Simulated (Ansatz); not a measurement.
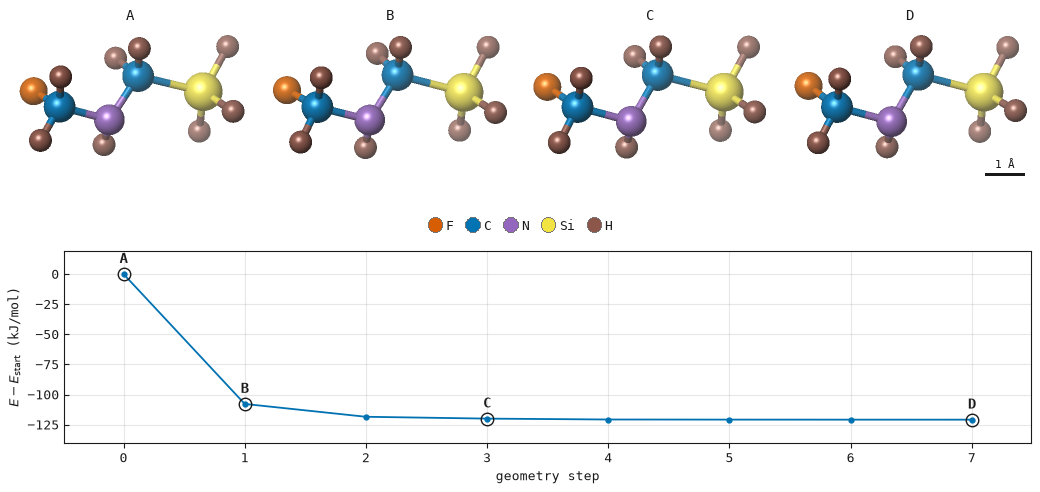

Frames of a relaxation of C2H8FNSi, marked on the history of the run. Style: ball-and-stick. Shown at a tilt.

The run prepares the start of a later molecular dynamics calculation, from a guessed geometry.

These are results of RKS PBE/STO-3G (Ansatz), not measurements.

The input:
```yaml
crystal:
  periodic: [false, false, false]
  atoms:
    - { symbol: F, position_ang: [-1.3209, 1.5802, 1.3952] }
    - { symbol: C, position_ang: [-0.0225, 1.5347, 1.3044] }
    - { symbol: "N", position_ang: [0.2819, 0.2129, 0.8015] }
    - { symbol: C, position_ang: [-0.0895, 0.0484, -0.5696] }
    - { symbol: Si, position_ang: [0.2985, -1.6583, -1.2608] }
    - { symbol: H, position_ang: [0.3561, 2.3509, 0.6551] }
    - { symbol: H, position_ang: [0.4147, 1.6872, 2.3135] }
    - { symbol: H, position_ang: [-0.1392, -0.4302, 1.4139] }
    - { symbol: H, position_ang: [0.2867, 0.8159, -1.1737] }
    - { symbol: H, position_ang: [-1.2506, 0.1513, -0.5861] }
    - { symbol: H, position_ang: [-0.2649, -1.8178, -2.5925] }
    - { symbol: H, position_ang: [-0.2532, -2.7118, -0.3607] }
    - { symbol: H, position_ang: [1.7233, -1.7982, -1.3254] }
basis:
  gaussian: { orbitals: STO-3G }
hamiltonian:
  xc: pbe
relax:
  f_tol: 0.02
  max_steps: 40
scf:
  lower_state_search: "off"
output:
  orbitals: {}
```

Run as
```bash
ansatz run input.yaml --threads 1 --pin off --max-ram 2048MiB --backend cpu --events-out ev --progress --plain --runs-dir out
```

Describe the path.

Answer. The largest move after the best rigid fit is that of F1, 0.20 Å. By element the largest moves are F 0.20 Å, N 0.16 Å, H 0.11 Å, C 0.07 Å, Si 0.03 Å. Some distances before and after: F1–C2 1.302 → 1.415 Å, N3–C4 1.430 → 1.533 Å, N3–H8 0.983 → 1.073 Å, C2–N3 1.447 → 1.529 Å. Bond angles that change, for instance: C4–N3–H8 114.3° → 104.4°, F1–C2–N3 105.4° → 114.6°, N3–C2–H6 113.4° → 106.5°. Over 7 geometry steps the energy falls by 120.8 kJ/mol. Largest force component: 7.3 eV/Å at the start, 0.0041 eV/Å at the end. From step 0 to 1: F1 moves most (0.18 Å), energy −107.8 kJ/mol. From step 1 to 3: H10 moves most (0.10 Å), energy −12.2 kJ/mol. From step 3 to 7: H11 moves most (0.06 Å), energy −0.88 kJ/mol.

Limits of the set-up: STO-3G is a minimal basis, so the numbers are rough.
